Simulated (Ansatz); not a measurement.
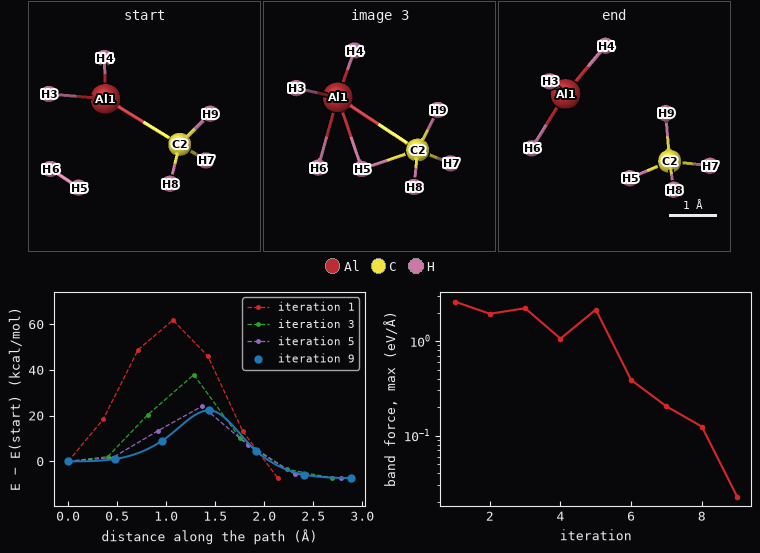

NEB run on CH₇Al, made up of CH$_{5}$Al and H2. Images are numbered from 0 (start) to 6 (end). The plot follows the band through its iterations. A ball-and-stick model, seen from a free direction.

Method: Ansatz 0.2.0, RKS PBE0-D4/def2-SVP. Settings: 5 movable images; climbing image.

### Judge this run.

The run is converged, with reservations. The band converged in 9 iterations. The largest component of the band force went from 2.6 to 0.023 eV/Å. The climbing image converged on the top of the path. Its curvatures weren't checked. The largest force component is 0.34 eV/Å at the start and 0.30 eV/Å at the end; an end with forces this large is no minimum, and the barrier measured from it can be far off. The first iteration put the highest image at 61.8 kcal/mol. The highest point, image 3, lies 22.3 kcal/mol above the start and 29.6 kcal/mol above the end; the end is at −7.3 kcal/mol relative to the start.

Limits of the set-up: the start holds two separate molecules, 2.2 Å apart at their closest, whose relative position is a soft coordinate.

Cost: 66 s on 2 threads of Arm Neoverse V1 (shared host).
